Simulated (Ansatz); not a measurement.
# Direct or indirect: CsPbCl3 (Pm-3m)

Space group Pm-3m (No. 221). a = 5.605 Å, b = 5.605 Å, c = 5.605 Å, α = 90.00°, β = 90.00°, γ = 90.00°
```csv
atom,site,symmetry,x,y,z
Pb,1b,m-3m,0.5000,0.5000,0.5000
Cs,1a,m-3m,0.0000,0.0000,0.0000
Cl,3c,4/mm.m,0.5000,0.0000,0.5000
```

Method: Ansatz, PBE, independent particles, without spin-orbit coupling, line width 0.15 eV (Gaussian). The band structure gives a fundamental gap of 1.93 eV. The spectrum of vertical transitions near the edge:

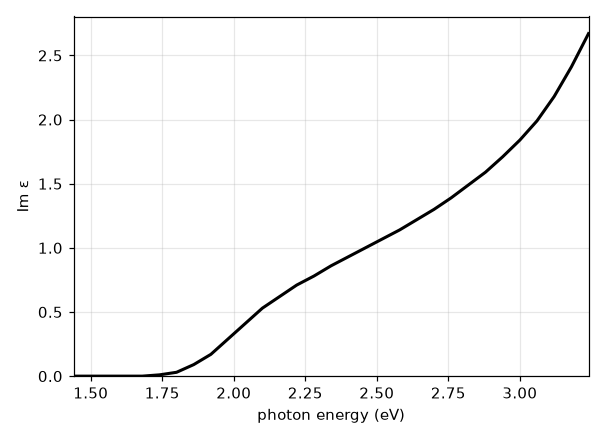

(1) Is the gap direct or indirect, and about where do vertical transitions set in?

Results:

(1) Direct: the band path has its least direct gap at the fundamental one, 1.93 eV, and the curves rise from there. Lines are broadened by 0.15 eV, which spreads the edge.

[Logs are printed without paths, hosts, clocks, repeated set-up lines and the standing remarks that a program may print on its own settings, such as how far it seeks lower states.]
